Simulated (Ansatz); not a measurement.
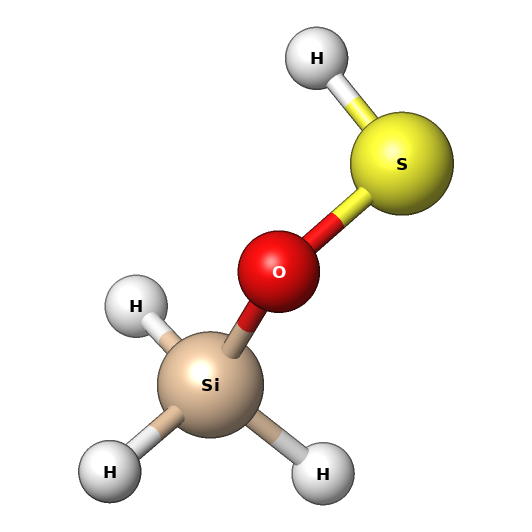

Every bond is drawn as one stick, whatever its order.

> What is the molecular formula?

H₄OSSi, 7 atoms: 4 hydrogen, 1 oxygen, 1 sulfur and 1 silicon.

> How many atoms are distinct by symmetry?

7: 1 Si, 1 O, 1 S, 1 H, 1 H, 1 H, 1 H.

> Which point group does it belong to?

C1.

> Count the bonded pairs by element.

3 Si–H, 1 O–Si, 1 O–S, 1 S–H.

The parts below concern this one geometry. Atoms keep their numbers from picture to picture. The computed structure is the end point of a PBE0-D4/def2-TZVP optimisation. No frequency run is at hand to confirm it as a minimum.

**Shape**

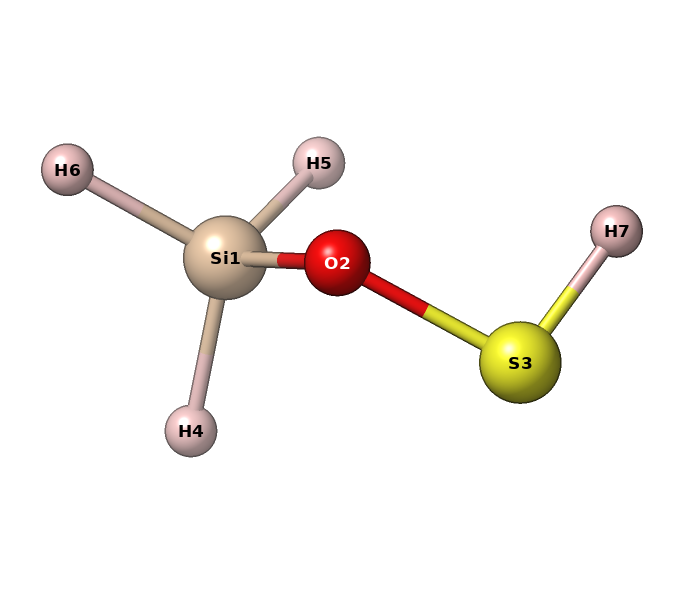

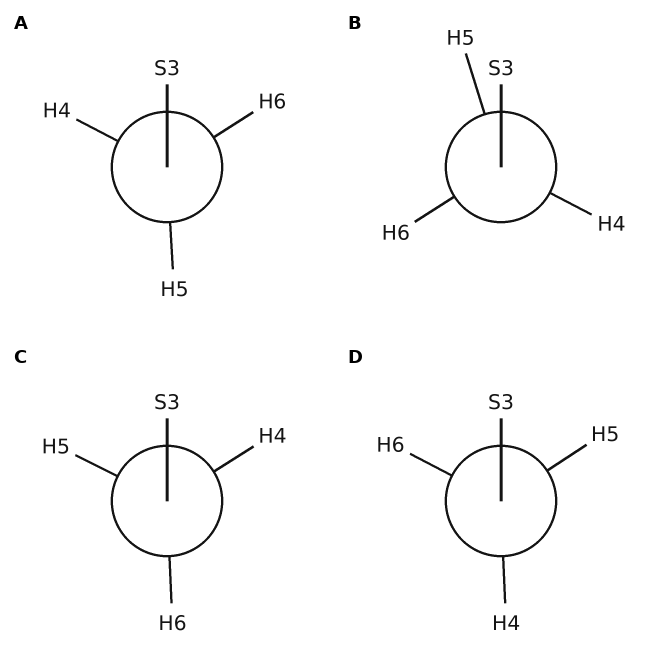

Depth is shown by fading: the farther an atom, the more it takes the colour of the background. Bonds that would overlap in a projection are set slightly apart. No frequency run is at hand to confirm it as a minimum.

> Which Newman projection shows the view along O2–Si1, with O2 in front?

C. The torsion angle S3–O2–Si1–H4 is 58°, synclinal (gauche).

**Dipole moment**

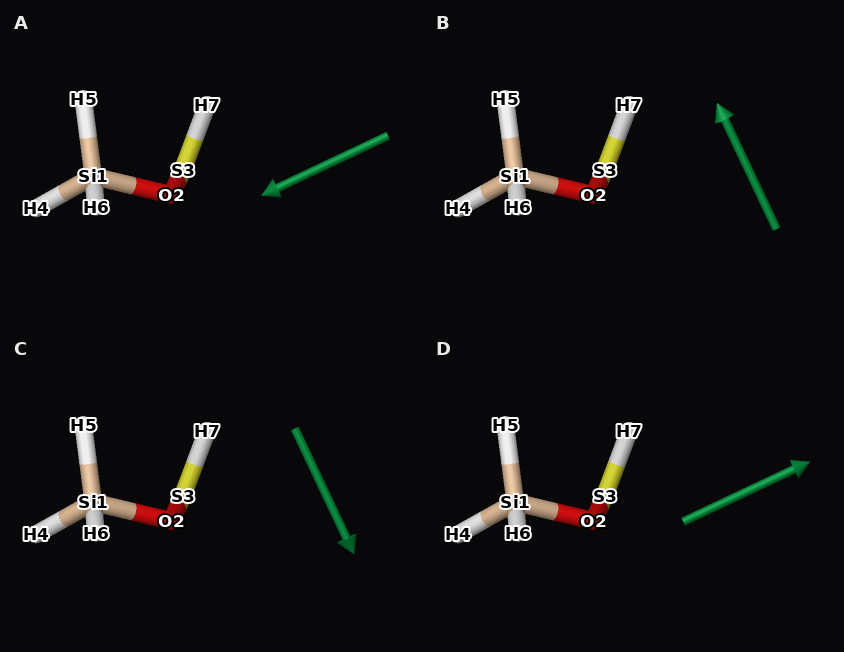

The same molecule four times, each with an arrow. No frequency run is at hand to confirm it as a minimum. Method: RKS PBE0-D4/def2-TZVP (Ansatz 0.2.0).

> Which arrow points along the dipole moment, from the negative to the positive end?

B. The dipole moment is 1.20 D; it points from the side of O2, S3 to the side of H5 (the outermost atoms at the two ends).

**Electronic properties**

No frequency run is at hand to confirm it as a minimum. Level of theory: RKS PBE0-D4/def2-TZVPP (Ansatz 0.2.0).

> Give the dispersion correction at this level.

−10.6 kJ/mol.

> Give the HOMO energy (Kohn–Sham orbital) at this level.

−7.03 eV.

> Give the HOMO–LUMO gap at this level.

5.97 eV.

**Charges**

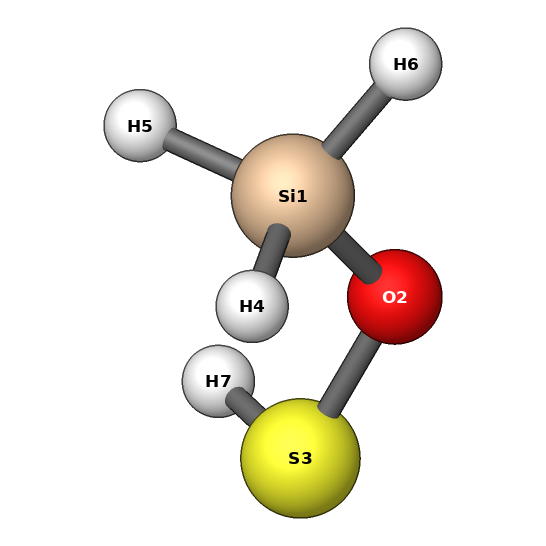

The questions are on Mulliken charges. No frequency run is at hand to confirm it as a minimum. Level of theory: RKS PBE0-D4/def2-TZVP (Ansatz 0.2.0).

> Which atom carries the highest charge (most positive or least negative)?

Si1 (0.32 e).

> And the lowest?

O2 (−0.36 e).

List the Mulliken charges.

| atom | value (e) |
| --- | --- |
| Si1 | 0.32 |
| O2 | −0.36 |
| S3 | −0.04 |
| H4 | −0.02 |
| H5 | −0.03 |
| H6 | −0.02 |
| H7 | 0.16 |

Mulliken values depend strongly on the basis set and can even reverse the polarity of a bond.
